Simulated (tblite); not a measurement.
C3H5ClGeN2: geometry relaxation (part 1 of 2)

The run: geometry relaxation of C3H5ClGeN2, SMILES Clc1ccn[n]1[GeH3]. Method and program: GFN2-xTB geometry optimisation, gas phase (tblite 0.8.0).

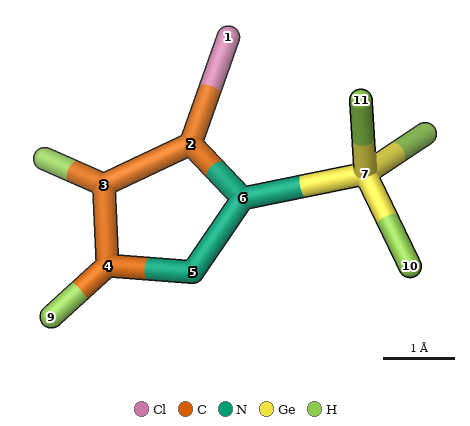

*The input geometry (stick view, seen at a tilt; atoms are numbered from 1 in the order of the input). Sticks mark near contacts.*

Key numbers

| quantity | value |
| --- | --- |
| outcome | converged |
| total energy | −579.5060 eV |
| hardware | 1 CPU thread, shared host |
| wall time | 0.57 s |
| peak memory | 0.18 GiB |

Input
```
{"job": {"kind": "relax", "xc": "GFN2-xTB", "basis": "xTB"}, "charge": 0, "multiplicity": 1}
Cl    -0.162600     2.532300    -0.116700
C     -0.620500     0.841800    -0.081300
C     -1.891600     0.340000    -0.067400
C     -1.742300    -1.021100    -0.018400
N     -0.429500    -1.334600     0.032400
N      0.239600    -0.196300    -0.025400
Ge     2.107700    -0.093100     0.061100
H     -2.820500     0.906800    -0.097800
H     -2.531900    -1.764400     0.015800
H      2.712600    -1.459500    -0.349200
H      2.532100     0.239300     1.514000
H      2.608100     1.008200    -0.893100
```

The first line tells a small driver script what to run in tblite; the rest is the geometry in Å.

Launch command:
```bash
OMP_NUM_THREADS=1 python <driver script> task.json out
```

The program's output
```
step      E/eV     max force
  0    -579.21318    1.837
  1    -579.31000    1.068
  2    -579.35118    0.603
  3    -579.38780    0.426
  4    -579.40506    0.507
  5    -579.42144    0.430
  6    -579.43588    0.339
  7    -579.44997    0.347
  8    -579.45994    0.343
  9    -579.46678    0.317
 10    -579.47095    0.197
 11    -579.47419    0.185
 12    -579.47624    0.099
 13    -579.47762    0.103
 14    -579.47882    0.105
 15    -579.47984    0.088
 16    -579.48058    0.087
 17    -579.48110    0.066
 18    -579.48153    0.058
 19    -579.48194    0.056
 20    -579.48230    0.068
 21    -579.48266    0.078
 22    -579.48309    0.063
 23    -579.48378    0.097
 24    -579.48487    0.124
 25    -579.48626    0.117
 26    -579.48754    0.103
 27    -579.48843    0.076
 28    -579.48904    0.069
 29    -579.48972    0.082
 30    -579.49085    0.100
 31    -579.49244    0.140
 32    -579.49409    0.134
 33    -579.49516    0.081
 34    -579.49568    0.050
 35    -579.49602    0.051
 36    -579.49647    0.064
 37    -579.49714    0.078
 38    -579.49805    0.106
 39    -579.49899    0.097
 40    -579.49980    0.075
 41    -579.50051    0.070
 42    -579.50111    0.077
 43    -579.50159    0.071
 44    -579.50206    0.060
 45    -579.50264    0.063
 46    -579.50318    0.063
 47    -579.50381    0.061
 48    -579.50431    0.064
 49    -579.50469    0.057
 50    -579.50501    0.051
 51    -579.50530    0.044
 52    -579.50553    0.039
 53    -579.50569    0.034
 54    -579.50582    0.027
 55    -579.50592    0.026
 56    -579.50597    0.014
 57    -579.50599    0.010
```

Trajectory as extended XYZ (Å, eV, eV/Å), 39 of the 58 frames kept, from step=0 to step=57
```
12
Properties=species:S:1:pos:R:3:forces:R:3 step=0 energy=-579.21318
Cl   -0.1626    2.5323   -0.1167    0.1840  -1.1360   0.0220
C    -0.6205    0.8418   -0.0813    0.1840   0.9840   0.0320
C    -1.8916    0.3400   -0.0674   -1.2720   1.3140  -0.1530
C    -1.7423   -1.0211   -0.0184    1.1360  -1.4160   0.2840
N    -0.4295   -1.3346    0.0324   -1.3120  -0.4760  -0.2020
N     0.2396   -0.1963   -0.0254    0.5980   0.9080   0.0360
Ge    2.1077   -0.0931    0.0611    0.6410  -0.1690   0.0530
H    -2.8205    0.9068   -0.0978    0.4820  -0.2640  -0.0080
H    -2.5319   -1.7644    0.0158    0.5320   0.1330  -0.0210
H     2.7126   -1.4595   -0.3492   -0.5130   0.6050   0.1910
H     2.5321    0.2393    1.5140   -0.3040  -0.0960  -0.5780
H     2.6081    1.0082   -0.8931   -0.3560  -0.3870   0.3440
12
Properties=species:S:1:pos:R:3:forces:R:3 step=2 energy=-579.35118
Cl   -0.1552    2.5030   -0.1162    0.3310  -0.3970   0.0080
C    -0.6278    0.8608   -0.0800   -0.0440  -0.1300   0.0600
C    -1.9020    0.3574   -0.0706   -0.0730  -0.1390  -0.0230
C    -1.7234   -1.0368   -0.0119   -0.0990   0.3740   0.0650
N    -0.4480   -1.3430    0.0269    0.5280   0.2720  -0.1060
N     0.2499   -0.1776   -0.0243   -0.1760   0.0590   0.0200
Ge    2.1243   -0.0975    0.0626    0.1100  -0.0150   0.0300
H    -2.8174    0.9055   -0.0984   -0.0880   0.0460  -0.0250
H    -2.5177   -1.7636    0.0154    0.3300  -0.0810  -0.0020
H     2.6975   -1.4424   -0.3438   -0.3730   0.3150   0.1050
H     2.5233    0.2366    1.4974   -0.2020  -0.0500  -0.3550
H     2.5978    0.9969   -0.8831   -0.2450  -0.2530   0.2240
12
Properties=species:S:1:pos:R:3:forces:R:3 step=3 energy=-579.38780
Cl   -0.1432    2.4810   -0.1157    0.3910   0.0260   0.0020
C    -0.6347    0.8637   -0.0778    0.2470  -0.3250   0.0480
C    -1.9027    0.3571   -0.0723   -0.3970   0.0500   0.0200
C    -1.7208   -1.0287   -0.0078    0.2070  -0.0800  -0.0050
N    -0.4384   -1.3385    0.0219    0.1360   0.4020  -0.0370
N     0.2483   -0.1696   -0.0233    0.0060  -0.0020   0.0000
Ge    2.1338   -0.0996    0.0641   -0.3300   0.1230   0.0000
H    -2.8206    0.9075   -0.0994   -0.0070  -0.0250  -0.0200
H    -2.5034   -1.7660    0.0152    0.2550  -0.0850   0.0050
H     2.6814   -1.4271   -0.3388   -0.2420   0.0120   0.0160
H     2.5144    0.2341    1.4812   -0.1210   0.0010  -0.1130
H     2.5870    0.9856   -0.8731   -0.1460  -0.0970   0.0850
12
Properties=species:S:1:pos:R:3:forces:R:3 step=4 energy=-579.40506
Cl   -0.1298    2.4694   -0.1155    0.3800   0.1470   0.0040
C    -0.6367    0.8601   -0.0758    0.2200  -0.1160   0.0250
C    -1.9064    0.3569   -0.0728   -0.3120   0.1020   0.0450
C    -1.7151   -1.0255   -0.0057    0.0760  -0.1940  -0.0510
N    -0.4326   -1.3300    0.0186    0.1150   0.1340   0.0190
N     0.2487   -0.1649   -0.0228    0.1000   0.0010  -0.0150
Ge    2.1333   -0.0987    0.0648   -0.4860   0.1440  -0.0200
H    -2.8236    0.9089   -0.1003    0.0060  -0.0440  -0.0160
H    -2.4913   -1.7690    0.0151    0.2340  -0.0910   0.0080
H     2.6685   -1.4188   -0.3359   -0.1780  -0.1480  -0.0310
H     2.5075    0.2329    1.4705   -0.0740   0.0390   0.0560
H     2.5787    0.9779   -0.8663   -0.0820   0.0260  -0.0240
12
Properties=species:S:1:pos:R:3:forces:R:3 step=6 energy=-579.43588
Cl   -0.0856    2.4560   -0.1146    0.2430   0.1120   0.0160
C    -0.6360    0.8554   -0.0716   -0.0900   0.3260  -0.0180
C    -1.9160    0.3576   -0.0707    0.2670   0.0450   0.0520
C    -1.7015   -1.0242   -0.0055   -0.0270  -0.0940  -0.0720
N    -0.4171   -1.3160    0.0146   -0.0340  -0.2800   0.0590
N     0.2530   -0.1558   -0.0229   -0.0790   0.0200  -0.0280
Ge    2.1075   -0.0911    0.0648   -0.1810  -0.0180  -0.0220
H    -2.8315    0.9104   -0.1028    0.0120  -0.0650  -0.0010
H    -2.4587   -1.7819    0.0156    0.1030  -0.1560   0.0050
H     2.6354   -1.4130   -0.3326   -0.1730  -0.1680  -0.0370
H     2.4914    0.2336    1.4576   -0.0400   0.0820   0.2260
H     2.5603    0.9683   -0.8579    0.0000   0.1980  -0.1810
12
Properties=species:S:1:pos:R:3:forces:R:3 step=8 energy=-579.45994
Cl   -0.0320    2.4538   -0.1127    0.0650   0.0020   0.0310
C    -0.6358    0.8671   -0.0689   -0.1050   0.1530  -0.0210
C    -1.9131    0.3598   -0.0658    0.2240  -0.0310  -0.0070
C    -1.6890   -1.0275   -0.0100   -0.1750   0.0350  -0.0020
N    -0.4070   -1.3156    0.0146   -0.0430  -0.0510  -0.0020
N     0.2484   -0.1484   -0.0247   -0.0990  -0.0060  -0.0030
Ge    2.0764   -0.0850    0.0637    0.3420  -0.0300   0.0110
H    -2.8352    0.9058   -0.1048    0.0780  -0.1190   0.0190
H    -2.4259   -1.8039    0.0162   -0.0160  -0.0830  -0.0110
H     2.5952   -1.4190   -0.3321   -0.1950  -0.0480  -0.0010
H     2.4747    0.2395    1.4609   -0.0690   0.0600   0.1100
H     2.5444    0.9727   -0.8624   -0.0070   0.1180  -0.1270
12
Properties=species:S:1:pos:R:3:forces:R:3 step=9 energy=-579.46678
Cl   -0.0152    2.4548   -0.1114    0.0120  -0.0220   0.0340
C    -0.6366    0.8743   -0.0688    0.0300  -0.0420  -0.0100
C    -1.9086    0.3604   -0.0643    0.0110  -0.0530  -0.0290
C    -1.6889   -1.0289   -0.0116   -0.0730   0.0650   0.0250
N    -0.4064   -1.3169    0.0149   -0.0610   0.1030  -0.0280
N     0.2446   -0.1468   -0.0254    0.0380   0.0020   0.0120
Ge    2.0749   -0.0837    0.0635    0.3150   0.0290   0.0130
H    -2.8335    0.9009   -0.1048    0.0550  -0.0970   0.0220
H    -2.4176   -1.8123    0.0161   -0.0690  -0.0450  -0.0160
H     2.5795   -1.4231   -0.3324   -0.1710  -0.0370   0.0040
H     2.4686    0.2430    1.4658   -0.0700   0.0460   0.0450
H     2.5403    0.9778   -0.8676   -0.0140   0.0510  -0.0720
12
Properties=species:S:1:pos:R:3:forces:R:3 step=10 energy=-579.47095
Cl   -0.0053    2.4550   -0.1099   -0.0200  -0.0300   0.0350
C    -0.6363    0.8780   -0.0689    0.0930  -0.1460  -0.0010
C    -1.9059    0.3599   -0.0641   -0.0840   0.0060  -0.0350
C    -1.6897   -1.0286   -0.0121   -0.0640  -0.0090   0.0320
N    -0.4077   -1.3162    0.0146    0.0210   0.1330  -0.0320
N     0.2435   -0.1456   -0.0256    0.1240  -0.0010   0.0170
Ge    2.0796   -0.0823    0.0636    0.1850   0.0680   0.0080
H    -2.8315    0.8962   -0.1044    0.0050  -0.0550   0.0190
H    -2.4142   -1.8182    0.0157   -0.0550   0.0280  -0.0190
H     2.5672   -1.4265   -0.3325   -0.1380  -0.0450   0.0020
H     2.4638    0.2459    1.4698   -0.0580   0.0400   0.0130
H     2.5377    0.9819   -0.8722   -0.0090   0.0110  -0.0390
12
Properties=species:S:1:pos:R:3:forces:R:3 step=12 energy=-579.47624
Cl    0.0072    2.4522   -0.1062   -0.0580  -0.0320   0.0330
C    -0.6327    0.8771   -0.0690    0.0610  -0.0780   0.0040
C    -1.9040    0.3592   -0.0653   -0.0360   0.0280  -0.0150
C    -1.6916   -1.0281   -0.0114    0.0750  -0.0320   0.0020
N    -0.4072   -1.3114    0.0127    0.0750  -0.0240  -0.0040
N     0.2480   -0.1438   -0.0250    0.0790  -0.0240   0.0070
Ge    2.0924   -0.0772    0.0640   -0.0460   0.0470  -0.0090
H    -2.8307    0.8889   -0.1031   -0.0540   0.0260   0.0100
H    -2.4115   -1.8242    0.0143   -0.0210   0.0950  -0.0170
H     2.5433   -1.4328   -0.3323   -0.0760  -0.0390   0.0070
H     2.4544    0.2520    1.4751   -0.0200   0.0410   0.0010
H     2.5336    0.9873   -0.8798    0.0210  -0.0080  -0.0220
12
Properties=species:S:1:pos:R:3:forces:R:3 step=14 energy=-579.47882
Cl    0.0095    2.4481   -0.1020   -0.0450  -0.0050   0.0290
C    -0.6285    0.8724   -0.0688   -0.0420   0.0420   0.0040
C    -1.9036    0.3594   -0.0668    0.0760  -0.0190   0.0110
C    -1.6874   -1.0283   -0.0109    0.0570   0.0000  -0.0260
N    -0.4022   -1.3109    0.0114    0.0370  -0.0970   0.0130
N     0.2544   -0.1444   -0.0243   -0.0370  -0.0220  -0.0080
Ge    2.0970   -0.0723    0.0637   -0.0650  -0.0230  -0.0100
H    -2.8334    0.8870   -0.1017    0.0210   0.0080   0.0070
H    -2.4115   -1.8210    0.0125    0.0100   0.0770  -0.0120
H     2.5259   -1.4376   -0.3314   -0.0480   0.0040   0.0220
H     2.4482    0.2578    1.4772    0.0010   0.0420  -0.0080
H     2.5329    0.9892   -0.8848    0.0340  -0.0050  -0.0220
12
Properties=species:S:1:pos:R:3:forces:R:3 step=15 energy=-579.47984
Cl    0.0087    2.4465   -0.0994   -0.0280   0.0120   0.0270
C    -0.6270    0.8707   -0.0685   -0.0510   0.0540   0.0060
C    -1.9024    0.3592   -0.0672    0.0770  -0.0400   0.0160
C    -1.6838   -1.0287   -0.0114    0.0190   0.0090  -0.0280
N    -0.3991   -1.3129    0.0112    0.0030  -0.0580   0.0090
N     0.2565   -0.1455   -0.0242   -0.0580  -0.0060  -0.0110
Ge    2.0969   -0.0706    0.0632   -0.0370  -0.0360  -0.0070
H    -2.8340    0.8864   -0.1009    0.0660  -0.0160   0.0050
H    -2.4116   -1.8171    0.0113    0.0090   0.0400  -0.0100
H     2.5176   -1.4398   -0.3305   -0.0350   0.0200   0.0280
H     2.4458    0.2614    1.4779    0.0050   0.0390  -0.0240
H     2.5337    0.9898   -0.8876    0.0300  -0.0170  -0.0120
12
Properties=species:S:1:pos:R:3:forces:R:3 step=16 energy=-579.48058
Cl    0.0074    2.4457   -0.0970   -0.0140   0.0240   0.0250
C    -0.6264    0.8702   -0.0683   -0.0280   0.0330   0.0080
C    -1.9008    0.3584   -0.0672    0.0450  -0.0370   0.0150
C    -1.6808   -1.0291   -0.0123   -0.0200   0.0000  -0.0210
N    -0.3968   -1.3152    0.0112   -0.0140   0.0000  -0.0030
N     0.2571   -0.1465   -0.0243   -0.0410   0.0100  -0.0090
Ge    2.0960   -0.0699    0.0628   -0.0110  -0.0250  -0.0030
H    -2.8331    0.8856   -0.1002    0.0810  -0.0300   0.0050
H    -2.4117   -1.8135    0.0103   -0.0020   0.0010  -0.0090
H     2.5109   -1.4411   -0.3293   -0.0240   0.0220   0.0300
H     2.4442    0.2648    1.4781    0.0050   0.0340  -0.0380
H     2.5350    0.9899   -0.8898    0.0230  -0.0320   0.0010
12
Properties=species:S:1:pos:R:3:forces:R:3 step=18 energy=-579.48153
Cl    0.0052    2.4464   -0.0926   -0.0020   0.0290   0.0230
C    -0.6261    0.8708   -0.0674    0.0280  -0.0130   0.0120
C    -1.8974    0.3561   -0.0665   -0.0250   0.0010   0.0040
C    -1.6783   -1.0302   -0.0143   -0.0290  -0.0190  -0.0010
N    -0.3949   -1.3173    0.0108   -0.0110   0.0520  -0.0240
N     0.2566   -0.1469   -0.0248    0.0190   0.0200   0.0000
Ge    2.0941   -0.0698    0.0621    0.0050   0.0110   0.0000
H    -2.8280    0.8831   -0.0991    0.0200  -0.0090   0.0030
H    -2.4124   -1.8097    0.0085   -0.0230  -0.0490  -0.0100
H     2.5018   -1.4421   -0.3263   -0.0030  -0.0050   0.0240
H     2.4426    0.2709    1.4761    0.0070   0.0280  -0.0400
H     2.5377    0.9880   -0.8924    0.0120  -0.0460   0.0090
12
Properties=species:S:1:pos:R:3:forces:R:3 step=20 energy=-579.48230
Cl    0.0036    2.4486   -0.0871   -0.0010   0.0120   0.0210
C    -0.6250    0.8714   -0.0658    0.0130  -0.0080   0.0120
C    -1.8949    0.3539   -0.0655   -0.0320   0.0270   0.0000
C    -1.6780   -1.0319   -0.0162    0.0010  -0.0090   0.0050
N    -0.3938   -1.3164    0.0087    0.0050   0.0060  -0.0270
N     0.2571   -0.1458   -0.0253    0.0230   0.0030   0.0030
Ge    2.0931   -0.0693    0.0615    0.0060   0.0070  -0.0020
H    -2.8229    0.8808   -0.0980   -0.0600   0.0310   0.0020
H    -2.4140   -1.8103    0.0061    0.0040  -0.0400  -0.0120
H     2.4934   -1.4431   -0.3218    0.0140  -0.0300   0.0190
H     2.4416    0.2784    1.4715    0.0140   0.0300  -0.0080
H     2.5409    0.9831   -0.8942    0.0140  -0.0270  -0.0130
12
Properties=species:S:1:pos:R:3:forces:R:3 step=21 energy=-579.48266
Cl    0.0027    2.4500   -0.0839   -0.0030  -0.0020   0.0200
C    -0.6243    0.8714   -0.0646   -0.0160   0.0060   0.0110
C    -1.8944    0.3534   -0.0650   -0.0210   0.0240   0.0020
C    -1.6780   -1.0327   -0.0170    0.0110   0.0070   0.0000
N    -0.3932   -1.3157    0.0069    0.0040  -0.0220  -0.0210
N     0.2579   -0.1451   -0.0254    0.0000  -0.0060   0.0010
Ge    2.0929   -0.0690    0.0612    0.0090  -0.0100  -0.0020
H    -2.8220    0.8805   -0.0974   -0.0690   0.0360   0.0030
H    -2.4146   -1.8117    0.0047    0.0300  -0.0180  -0.0130
H     2.4898   -1.4443   -0.3191    0.0190  -0.0330   0.0190
H     2.4415    0.2827    1.4689    0.0180   0.0310   0.0100
H     2.5428    0.9799   -0.8953    0.0170  -0.0110  -0.0300
12
Properties=species:S:1:pos:R:3:forces:R:3 step=22 energy=-579.48309
Cl    0.0016    2.4516   -0.0797   -0.0030  -0.0200   0.0190
C    -0.6237    0.8715   -0.0630   -0.0480   0.0180   0.0100
C    -1.8944    0.3532   -0.0644   -0.0080   0.0120   0.0050
C    -1.6778   -1.0336   -0.0180    0.0140   0.0270  -0.0090
N    -0.3924   -1.3151    0.0044   -0.0030  -0.0380  -0.0120
N     0.2588   -0.1444   -0.0255   -0.0280  -0.0100  -0.0040
Ge    2.0929   -0.0689    0.0608    0.0130  -0.0270  -0.0020
H    -2.8222    0.8808   -0.0966   -0.0560   0.0280   0.0060
H    -2.4148   -1.8137    0.0027    0.0580   0.0100  -0.0140
H     2.4860   -1.4463   -0.3154    0.0230  -0.0320   0.0210
H     2.4418    0.2885    1.4660    0.0210   0.0300   0.0260
H     2.5454    0.9758   -0.8972    0.0180   0.0030  -0.0460
12
Properties=species:S:1:pos:R:3:forces:R:3 step=24 energy=-579.48487
Cl   -0.0036    2.4566   -0.0605   -0.0020  -0.0690   0.0150
C    -0.6245    0.8727   -0.0556   -0.0930   0.0240   0.0030
C    -1.8962    0.3534   -0.0612    0.0100  -0.0250   0.0160
C    -1.6766   -1.0355   -0.0230   -0.0020   0.0640  -0.0390
N    -0.3900   -1.3143   -0.0071   -0.0290  -0.0130   0.0180
N     0.2599   -0.1420   -0.0266   -0.0790   0.0000  -0.0150
Ge    2.0935   -0.0703    0.0591    0.0150  -0.0430   0.0030
H    -2.8257    0.8833   -0.0928    0.0210  -0.0260   0.0180
H    -2.4111   -1.8210   -0.0069    0.0980   0.0740  -0.0180
H     2.4725   -1.4571   -0.2983    0.0320  -0.0160   0.0310
H     2.4450    0.3150    1.4556    0.0190   0.0140   0.0430
H     2.5578    0.9586   -0.9088    0.0090   0.0170  -0.0740
12
Properties=species:S:1:pos:R:3:forces:R:3 step=26 energy=-579.48754
Cl   -0.0122    2.4599   -0.0279    0.0100  -0.0660   0.0080
C    -0.6307    0.8755   -0.0430   -0.0280  -0.0050  -0.0080
C    -1.9008    0.3534   -0.0550    0.0000  -0.0260   0.0110
C    -1.6745   -1.0354   -0.0340   -0.0210   0.0390  -0.0490
N    -0.3881   -1.3124   -0.0250   -0.0220   0.0610   0.0350
N     0.2578   -0.1373   -0.0293   -0.0330   0.0280  -0.0110
Ge    2.0946   -0.0746    0.0565   -0.0030   0.0120   0.0080
H    -2.8307    0.8858   -0.0850    0.0600  -0.0760   0.0340
H    -2.3985   -1.8286   -0.0242    0.0240   0.0630  -0.0250
H     2.4540   -1.4761   -0.2674    0.0360   0.0140   0.0440
H     2.4518    0.3591    1.4406    0.0010  -0.0260   0.0150
H     2.5785    0.9299   -0.9325   -0.0260  -0.0160  -0.0630
12
Properties=species:S:1:pos:R:3:forces:R:3 step=27 energy=-579.48843
Cl   -0.0144    2.4587   -0.0186    0.0200  -0.0250   0.0070
C    -0.6336    0.8764   -0.0395    0.0190  -0.0090  -0.0100
C    -1.9025    0.3531   -0.0530   -0.0050  -0.0040   0.0010
C    -1.6742   -1.0342   -0.0382   -0.0110   0.0050  -0.0330
N    -0.3882   -1.3107   -0.0292   -0.0010   0.0540   0.0240
N     0.2562   -0.1352   -0.0303    0.0110   0.0270   0.0000
Ge    2.0947   -0.0758    0.0561   -0.0130   0.0380   0.0040
H    -2.8314    0.8851   -0.0820    0.0240  -0.0630   0.0360
H    -2.3938   -1.8290   -0.0297   -0.0320   0.0240  -0.0280
H     2.4506   -1.4810   -0.2575    0.0330   0.0210   0.0460
H     2.4540    0.3707    1.4367   -0.0070  -0.0350   0.0030
H     2.5836    0.9213   -0.9408   -0.0380  -0.0320  -0.0490
12
Properties=species:S:1:pos:R:3:forces:R:3 step=28 energy=-579.48904
Cl   -0.0148    2.4571   -0.0139    0.0270   0.0140   0.0060
C    -0.6352    0.8768   -0.0381    0.0410  -0.0030  -0.0090
C    -1.9032    0.3527   -0.0519   -0.0010   0.0140  -0.0080
C    -1.6741   -1.0331   -0.0412    0.0050  -0.0210  -0.0120
N    -0.3882   -1.3089   -0.0307    0.0160   0.0220   0.0070
N     0.2553   -0.1336   -0.0309    0.0350   0.0150   0.0100
Ge    2.0945   -0.0758    0.0559   -0.0150   0.0430  -0.0020
H    -2.8312    0.8834   -0.0797   -0.0210  -0.0360   0.0330
H    -2.3915   -1.8285   -0.0331   -0.0630  -0.0030  -0.0290
H     2.4496   -1.4829   -0.2515    0.0290   0.0260   0.0460
H     2.4549    0.3756    1.4350   -0.0090  -0.0340  -0.0020
H     2.5852    0.9165   -0.9462   -0.0430  -0.0380  -0.0390
```
